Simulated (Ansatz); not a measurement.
Band structure of Be (P6_3/mmc, 2 atoms in the cell).

```
Be
1.0
    2.23896     0.00000     0.00000
   -1.11948     1.93900     0.00000
    0.00000     0.00000     3.53335
Be
2
Cartesian
  0.00000   1.29267   2.65002
  1.11948   0.64633   0.88334
```

Method of the run: PBE, PAW files (plane waves; Ansatz, an electronic-structure program).

Settings: basis.ecutwfc = 420 eV; kpoints.mp_grid.grid = 13 13 8; hamiltonian.xc = pbe; hamiltonian.pseudopotentials = {kind: paw} (the program's default PAW files); scf.occupations.method = fermi_dirac; scf.occupations.width = 0.05 eV; kpoints.band_path.npoints = 8.

The starting cell comes from a database of computed structures (which also holds hypothetical and non-ambient phases and stackings), without a prior relaxation at this level. Its lattice was rescaled by a random factor within 2.5 % of one.

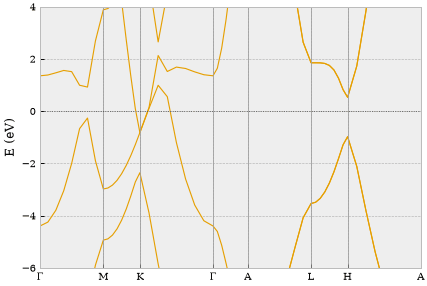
*Bands along the path, energies from the Fermi level.*

Levels in eV from the Fermi level, bands 1 to 5:
```
point       1      2      3      4      5
-----  ------  -----  -----  -----  -----
Γ      -11.34  -4.40   1.35  16.60  16.60
M       -4.94  -2.98   3.88   6.77   7.11
K       -2.36  -0.82  -0.82   7.02   7.02
A       -9.16  -9.16  11.07  11.07  18.29
L       -3.54  -3.54   1.85   1.85  12.50
H       -0.98  -0.98   0.53   0.53   6.73
```

Bands cross the Fermi level along this path, so the cell is metallic at this level.

Keys are those of Ansatz 0.2.
